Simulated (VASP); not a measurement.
Band structure of TlHg (space group R-3m). Calculation: PBEsol GGA, VASP's PBE PAW potentials (set 64) (plane waves; VASP).

Unless said otherwise, spin-orbit coupling is left out, though it shifts the bands of the heavy elements here.

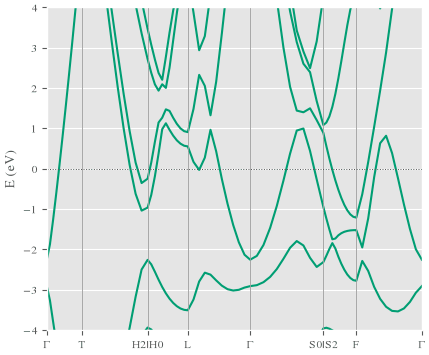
Figure. Bands along high-symmetry lines, zero at the valence-band maximum or, without a gap, the Fermi level

Read the plot: is there a gap, and where are the band edges?

It has no gap at this level: it comes out as a metal or semimetal. (Edges off the drawn lines would not show.)

The structure comes from a computed database's TlHg entry (R-3m); how it stands against other phases isn't given here. It was relaxed first, which changed the volume by -7 %. The electron count is odd and the run is not spin-polarised, which forces a metal.
